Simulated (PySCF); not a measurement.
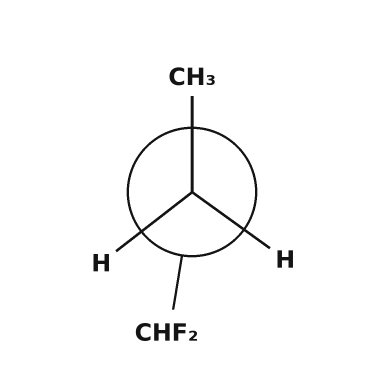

A Newman projection along the C–O bond, carbon in front; angles are drawn as computed, but eclipsed bonds slightly apart. Geometry: a frame of a GFN2-xTB molecular-dynamics simulation, not a minimum.

> Which molecule is it?

C3H6F2O, CCOC(F)F

> What is the torsion angle from the front CH3 to the back CHF2? The sign is positive where the front bond must turn clockwise to cover the back bond.

−171°, antiperiplanar (anti).
